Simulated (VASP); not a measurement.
Band structure of TiS2 (1T layered). All values below come from vdW-DF2, VASP's PBE PAW potentials (set 64) (plane waves; VASP).

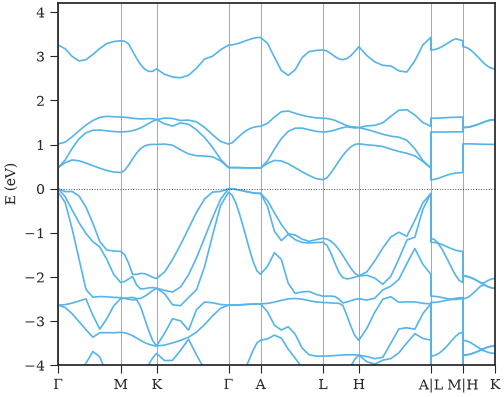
Fig. 1. Bands along high-symmetry lines, zero at the valence-band maximum or, without a gap, the Fermi level

Task: Read the plot: is there a gap, and where are the band edges?

Result: The gap is indirect, 0.20 eV, from the valence maximum at Γ to the conduction minimum at L. (Edges off the drawn lines would not show.)

The compound is TiS2 in the 1T layered structure. It was relaxed first, which changed the volume by +11 %.
